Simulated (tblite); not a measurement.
## Run report: C3H9O2Si2, frequency calculation

System: C3H9O2Si2, multiplicity 2.
Method: GFN2-xTB harmonic vibrations, gas phase (tblite 0.8.0).

It belongs to a series of runs on one base structure; here: H removed from sp3 C.

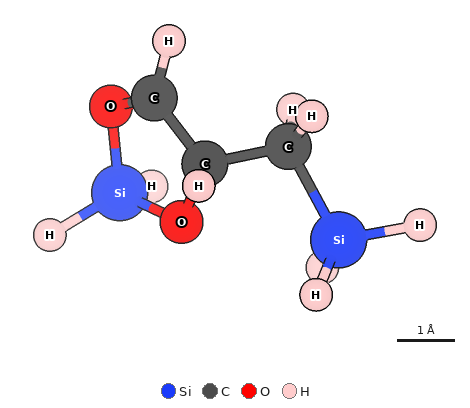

*The input geometry (ball-and-stick view, seen at a tilt).*

Bond lengths as drawn: C–C 1.49 to 1.53 Å, C–H 1.08 to 1.10 Å, C–O 1.35 to 1.41 Å, C–Si 1.90 Å, H–Si 1.45 to 1.47 Å and O–Si 1.63 to 1.65 Å.

The input:
```
{"job": {"kind": "ir", "xc": "GFN2-xTB", "basis": "xTB"}, "charge": 0, "multiplicity": 2}
Si    -2.101870    -0.286847    -0.775152
C     -0.939317    -0.636338     0.692869
C      0.088544     0.495595     0.756815
C      1.337827     0.116112     1.472679
O      2.401930    -0.013705     0.644433
Si     2.024750     0.486134    -0.886993
O      0.463663     0.845932    -0.561453
H     -3.273431    -1.156314    -0.606677
H     -1.451220    -0.601720    -2.044099
H     -2.528587     1.110395    -0.724836
H     -0.418184    -1.583180     0.543166
H     -1.469859    -0.701009     1.641280
H     -0.388548     1.379867     1.205207
H      1.346222    -0.494859     2.357492
H      2.743478     1.701407    -1.225529
H      2.157005    -0.652525    -1.782516
```

The first line tells a small driver script what to run in tblite; the rest is the geometry in Å.

Launched with:
```bash
OMP_NUM_THREADS=1 python <driver script> task.json out
```

Output:
```
mode    cm-1     km/mol
  1      54.6      0.79
  2      78.0      3.20
  3     123.1      2.05
  4     160.7      0.21
  5     191.5     14.48
  6     306.5      2.95
  7     412.8      6.49
  8     459.7      3.37
  9     488.1     30.21
 10     522.2     39.27
 11     536.0     54.70
 12     567.4     28.21
 13     605.8    134.33
 14     660.7     70.24
 15     692.8      3.92
 16     752.9     17.50
 17     763.8     76.08
 18     779.6    117.81
 19     783.9     75.10
 20     797.3    412.91
 21     807.5    325.44
 22     819.2    298.81
 23     845.0     31.51
 24     951.2     83.01
 25    1034.1     10.79
 26    1071.5     62.11
 27    1123.8      8.73
 28    1165.6     76.77
 29    1201.0     13.14
 30    1251.9     17.57
 31    1270.6    135.93
 32    1288.3      4.90
 33    1472.5      1.36
 34    2224.7    379.90
 35    2279.3    225.48
 36    2291.3    232.99
 37    2327.0    411.30
 38    2370.3    166.03
 39    2843.5     54.68
 40    2975.2     42.00
 41    3000.7     32.26
 42    3103.3     26.91
```

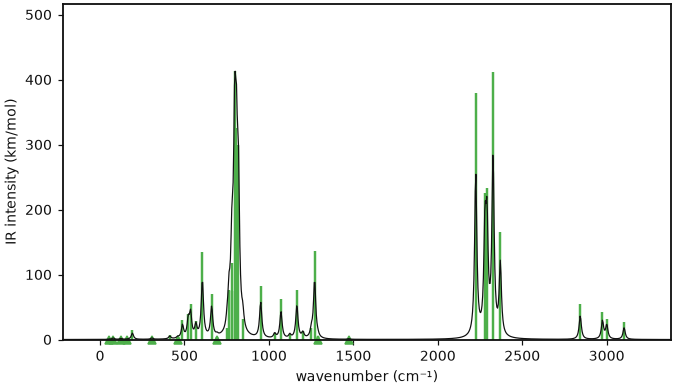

*Harmonic infrared spectrum, unscaled: sticks (degenerate modes added up, dark ones marked on the axis) with a Lorentzian envelope of 16 cm⁻¹ full width, scaled to the tallest stick.*

42 modes from 55 to 3103 cm⁻¹, none imaginary. The strongest line is at 797 cm⁻¹ (413 km/mol).

Summary:

| quantity | value |
| --- | --- |
| outcome | converged |
| total energy | −616.0073 eV |
| zero-point energy | 67.8400 kcal/mol |
| hardware | 1 CPU thread, shared host |
| wall time | 0.58 s |
| peak memory | 0.18 GiB |
